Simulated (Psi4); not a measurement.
## Single-point calculation of GaH3F (charge −1)

- system: GaH3F, charge −1, SMILES [F][GaH3-]
- method: B97-2/aug-cc-pVTZ, RKS, ZORA (Psi4 1.11)

The geometry comes from this level: GFN2-xTB.

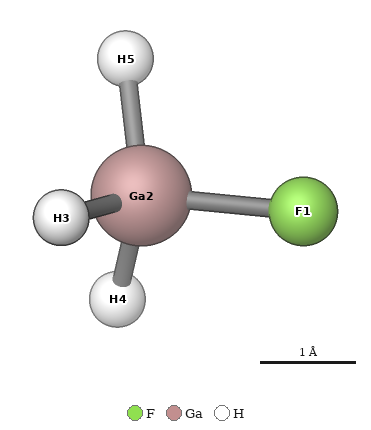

Figure 1. The structure as given in the input (ball-and-stick view, seen at a tilt; atoms are numbered from 1 in the order of the input). Sticks mark near contacts. Bond lengths as drawn: F–Ga 1.78 Å and Ga–H 1.55 Å.

The input (fgah3_ase.py)
```python
import numpy as np
from ase.calculators.psi4 import Psi4
from ase import Atoms

a = Atoms(['F', 'Ga', 'H', 'H', 'H'], positions=[
    [-0.500550, -0.495900, 1.533090],
    [0.029420, 0.026920, -0.084310],
    [-0.873870, 1.229730, -0.473840],
    [-0.177300, -1.196140, -1.021500],
    [1.522310, 0.435400, 0.046550],
])
calc = Psi4(atoms=a, method='b97-2', basis='aug-cc-pVTZ', memory='1600MB', num_threads=1, charge=-1, multiplicity=1, label='psi4-calc')
calc.psi4.set_options({'d_convergence': 1e-10, 'dft_pruning_scheme': 'none', 'screening': 'schwarz', 'maxiter': 100, 'relativistic': 'zora'})
a.calc = calc

print(f'energy: {a.get_potential_energy():.6f} eV')
```

Launched with:
```bash
python fgah3_ase.py
```

The program's output
```
Relativistic analytic gradients are not implemented yet, re-routing to finite differences.

   => Loading Basis Set <=

    Name: AUG-CC-PVTZ
    Role: ORBITAL
    Keyword: BASIS

         ---------------------------------------------------------
                                   SCF
                              RKS Reference
                        1 Threads,   1525 MiB Core
         ---------------------------------------------------------

  ==> Geometry <==

    Molecular point group: c1
    Full point group: C1

    Geometry (in Angstrom), charge = -1, multiplicity = 1:

       Center              X                  Y                   Z               Mass
    ------------   -----------------  -----------------  -----------------  -----------------
         F           -0.423505140474    -0.417908020118     1.292786181127    18.998403162730
         GA           0.106464859526     0.104911979882    -0.324613818873    68.925573500000
         H           -0.796825140474     1.307721979882    -0.714143818873     1.007825032230
         H           -0.100255140474    -1.118148020118    -1.261803818873     1.007825032230
         H            1.599354859526     0.513391979882    -0.193753818873     1.007825032230

  Running in c1 symmetry.

  Rotational constants: A =      2.50845  B =      0.32085  C =      0.32068 [cm^-1]
  Rotational constants: A =  75201.38352  B =   9618.96430  C =   9613.87801 [MHz]
  Nuclear repulsion =  120.551075865847068

  Charge       = -1
  Multiplicity = 1
  Electrons    = 44
  Nalpha       = 22
  Nbeta        = 22

  ==> Algorithm <==

  SCF Algorithm Type is DF.
  DIIS enabled.
  MOM disabled.
  Fractional occupation disabled.
  Guess Type is SAD.
  Energy threshold   = 1.00e-06
  Density threshold  = 1.00e-10
  Integral threshold = 1.00e-12

  ==> Primary Basis <==

  Basis Set: AUG-CC-PVTZ
    Blend: AUG-CC-PVTZ
    Number of shells: 60
    Number of basis functions: 174
    Number of Cartesian functions: 199
    Spherical Harmonics?: true
    Max angular momentum: 3

  ==> DFT Potential <==

   => LibXC <=

    Version 7.1.2

   => Composite Functional: B97-2 <=

    B97-2 Hyb-GGA Exchange-Correlation Functional

    Deriv               =              1
    GGA                 =           TRUE
    Meta                =          FALSE

    Exchange Hybrid     =           TRUE
    MP2 Hybrid          =          FALSE

   => Exchange-Correlation Functionals <=

    1.0000       Becke 97-2

   => Exact (HF) Exchange <=

    0.2100               HF

   => LibXC Density Thresholds  <==

    XC_HYB_GGA_XC_B97_2:  1.00E-14

   => Molecular Quadrature <=

    Radial Scheme          =       TREUTLER
    Pruning Scheme         =           NONE
    Nuclear Scheme         =       TREUTLER

    Blocking Scheme        =         OCTREE
    BS radius alpha        =              1
    Pruning alpha          =              1
    Radial Points          =             75
    Spherical Points       =            302
    Total Points           =         110855
    Total Blocks           =            900
    Max Points             =            256
    Max Functions          =            174
    Weights Tolerance      =       1.00E-15

   => Loading Basis Set <=

    Name: (AUG-CC-PVTZ AUX)
    Role: JKFIT
    Keyword: DF_BASIS_SCF

  ==> Integral Setup <==

  DFHelper Memory: AOs need 0.119 GiB; user supplied 0.626 GiB.
  SCF_SUBTYPE=INCORE selected. In-core MEM_DF algorithm will be used.
  Using in-core AOs.

  ==> MemDFJK: Density-Fitted J/K Matrices <==

    J tasked:                   Yes
    K tasked:                   Yes
    wK tasked:                   No
    Memory [MiB]:               640
    Algorithm:                 Core
    Schwarz Cutoff:           1E-12
    Mask sparsity (%):       0.0000
    Fitting Condition:        1E-10

   => Auxiliary Basis Set <=

  Basis Set: (AUG-CC-PVTZ AUX)
    Blend: AUG-CC-PVTZ-JKFIT
    Number of shells: 130
    Number of basis functions: 490
    Number of Cartesian functions: 625
    Spherical Harmonics?: true
    Max angular momentum: 4

  Cached 100.0% of DFT collocation blocks in 0.492 [GiB].

 OEINTS: Using relativistic (ZORA) kinetic integrals.

        ____  ____  ___  ___
       /_  / / __ \/ _ \/ _ |
        / /_/ /_/ / , _/ __ |
       /___/\____/_/|_/_/ |_|
      ========================

  ==> ZORA Details <==
    Total number of grid points: 1256376
    Total number of batches: 8540
    Using 1 thread(s)

  Minimum eigenvalue in the overlap matrix is 2.2684230267E-04.
  Reciprocal condition number of the overlap matrix is 2.7746172908E-05.
    Using symmetric orthogonalization.

  ==> Pre-Iterations <==

  SCF Guess: Superposition of Atomic Densities via on-the-fly atomic UHF (no occupation information).

   -------------------------
    Irrep   Nso     Nmo
   -------------------------
     A        174     174
   -------------------------
    Total     174     174
   -------------------------

  ==> Iterations <==

                           Total Energy        Delta E     RMS |[F,P]|

   @DF-RKS iter SAD: -2050.87548280600731   -2.05088e+03   0.00000e+00
   @DF-RKS iter   1: -2052.53841310660982   -1.66293e+00   1.45310e-02 DIIS/ADIIS
   @DF-RKS iter   2: -1992.81223751172683    5.97262e+01   4.66333e-02 DIIS/ADIIS
   @DF-RKS iter   3: -2054.43636483482533   -6.16241e+01   2.40402e-03 DIIS/ADIIS
   @DF-RKS iter   4: -2054.49062626457180   -5.42614e-02   2.14056e-03 DIIS/ADIIS
   @DF-RKS iter   5: -2054.52813337930547   -3.75071e-02   5.72870e-04 DIIS/ADIIS
   @DF-RKS iter   6: -2054.53095238878586   -2.81901e-03   3.67304e-05 DIIS
   @DF-RKS iter   7: -2054.53096925251975   -1.68637e-05   7.47736e-06 DIIS
   @DF-RKS iter   8: -2054.53096996546492   -7.12945e-07   1.27658e-06 DIIS
   @DF-RKS iter   9: -2054.53096998973751   -2.42726e-08   1.48824e-07 DIIS
   @DF-RKS iter  10: -2054.53096999021909   -4.81577e-10   3.17923e-08 DIIS
   @DF-RKS iter  11: -2054.53096999023319   -1.40972e-11   6.09383e-09 DIIS
   @DF-RKS iter  12: -2054.53096999023273    4.54747e-13   1.09375e-09 DIIS
   @DF-RKS iter  13: -2054.53096999023501   -2.27374e-12   8.87502e-11 DIIS
  Energy and wave function converged.

  ==> Post-Iterations <==

   Electrons on quadrature grid:
      Ntotal   =   44.0000007366 ; deviation = 7.366e-07

    Orbital Energies [Eh]
    ---------------------

    Doubly Occupied:

       1A   -382.069831     2A    -46.990687     3A    -41.017883
       4A    -41.017873     5A    -41.017798     6A    -24.454983
       7A     -5.455090     8A     -3.613420     9A     -3.612192
      10A     -3.612158    11A     -0.908252    12A     -0.589124
      13A     -0.589087    14A     -0.585944    15A     -0.584306
      16A     -0.584254    17A     -0.264903    18A     -0.164659
      19A     -0.164590    20A     -0.157156    21A     -0.075554
      22A     -0.075046

    Virtual:

      23A      0.102674    24A      0.128758    25A      0.128821
      26A      0.132630    27A      0.162223    28A      0.162324
      29A      0.168826    30A      0.206660    31A      0.207312
      32A      0.207442    33A      0.229717    34A      0.235478
      35A      0.235649    36A      0.301549    37A      0.330750
      38A      0.330824    39A      0.342143    40A      0.342360
      41A      0.342679    42A      0.361787    43A      0.384499
      44A      0.384860    45A      0.392963    46A      0.393221
      47A      0.402582    48A      0.432441    49A      0.471506
      50A      0.491337    51A      0.491838    52A      0.496191
      53A      0.496276    54A      0.507913    55A      0.527472
      56A      0.588071    57A      0.588611    58A      0.611734
      59A      0.612347    60A      0.619566    61A      0.632443
      62A      0.633483    63A      0.634237    64A      0.682981
      65A      0.701815    66A      0.701933    67A      0.746696
      68A      0.896086    69A      0.936816    70A      0.938134
      71A      0.984212    72A      0.995244    73A      0.996132
      74A      1.044036    75A      1.044346    76A      1.070486
      77A      1.071049    78A      1.071607    79A      1.089409
      80A      1.128392    81A      1.128728    82A      1.134407
      83A      1.137134    84A      1.137388    85A      1.148870
      86A      1.173452    87A      1.173824    88A      1.174243
      89A      1.211883    90A      1.212345    91A      1.270586
      92A      1.271770    93A      1.309284    94A      1.319371
      95A      1.320067    96A      1.394984    97A      1.396179
      98A      1.396982    99A      1.426399   100A      1.465954
     101A      1.467611   102A      1.540658   103A      1.669809
     104A      1.757046   105A      1.759443   106A      1.825875
     107A      1.828911   108A      1.879904   109A      1.893878
     110A      1.923261   111A      1.925855   112A      2.021611
     113A      2.176119   114A      2.177937   115A      2.355166
     116A      2.682961   117A      2.683716   118A      2.772612
     119A      2.877009   120A      2.877313   121A      2.912952
     122A      2.940283   123A      2.961035   124A      2.961260
     125A      3.074944   126A      3.121384   127A      3.122272
     128A      3.292333   129A      3.311279   130A      3.312525
     131A      3.410106   132A      3.410461   133A      3.683016
     134A      3.925901   135A      3.926873   136A      3.942847
     137A      3.980862   138A      3.985594   139A      3.986936
     140A      4.014761   141A      4.059147   142A      4.062123
     143A      4.140649   144A      4.142717   145A      4.143916
     146A      4.274605   147A      4.275401   148A      4.277362
     149A      4.279992   150A      4.402240   151A      4.404402
     152A      4.448227   153A      4.603256   154A      4.604066
     155A      4.677946   156A      4.916007   157A      4.989413
     158A      4.991785   159A      5.265697   160A      5.266440
     161A      5.601810   162A      8.583476   163A      8.584229
     164A      8.666607   165A      8.666982   166A      8.840925
     167A      8.841184   168A      8.860805   169A      9.059425
     170A      9.059894   171A      9.137674   172A      9.137752
     173A      9.170942   174A     13.146964

    Final Occupation by Irrep:
              A
    DOCC [    22 ]
    NA   [    22 ]
    NB   [    22 ]

  @DF-RKS Final Energy: -2054.53096999023501

   => Energetics <=

    Nuclear Repulsion Energy =            120.5510758658470678
    One-Electron Energy =               -3106.7431629952525327
    Two-Electron Energy =                1001.3799724570865237
    DFT Exchange-Correlation Energy =     -69.7188553179155690
    Empirical Dispersion Energy =           0.0000000000000000
    VV10 Nonlocal Energy =                  0.0000000000000000
    Total Energy =                      -2054.5309699902345528

Computation Completed

Properties will be evaluated at   0.000000,   0.000000,   0.000000 [a0]

Properties computed using the SCF density matrix

 Multipole Moments:

 ------------------------------------------------------------------------------------
     Multipole            Electronic (a.u.)      Nuclear  (a.u.)        Total (a.u.)
 ------------------------------------------------------------------------------------

 L = 1.  Multiply by 2.5417464519 to convert [e a0] to [Debye]
 Dipole X            :         -0.3180922            0.3612003            0.0431081
 Dipole Y            :         -0.3310508            0.3667300            0.0356791
 Dipole Z            :          1.0202684           -1.1294028           -0.1091343
 Magnitude           :                                                    0.1226443

 ------------------------------------------------------------------------------------

	total time  =         52 seconds =       0.87 minutes
```

Standard output
```
energy: -55906.635323 eV
```

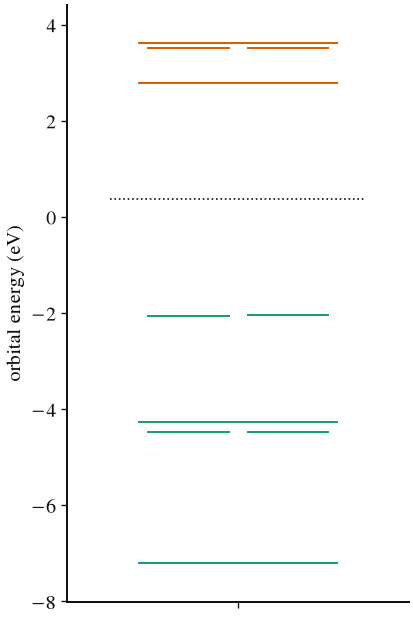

Figure 2. Orbital energies near the frontier; the dotted line parts filled from empty levels, and levels within 0.02 eV of each other stand side by side. Highest filled −2.04 eV, lowest empty 2.79 eV, 4.83 eV apart.

Summary

- outcome: converged
- total energy: −2054.530970 hartree
- basis functions: 174
- HOMO: −2.04 eV
- LUMO: 2.79 eV
- hardware: 1 thread of Intel Xeon (Sapphire Rapids), 64 GiB of memory available, shared host
- wall time: 53 s
- peak memory: 1.4 GiB

Notes

Settings chosen away from the usual ones: d_convergence set to 1e-10; dft_pruning_scheme set to none; screening set to schwarz.
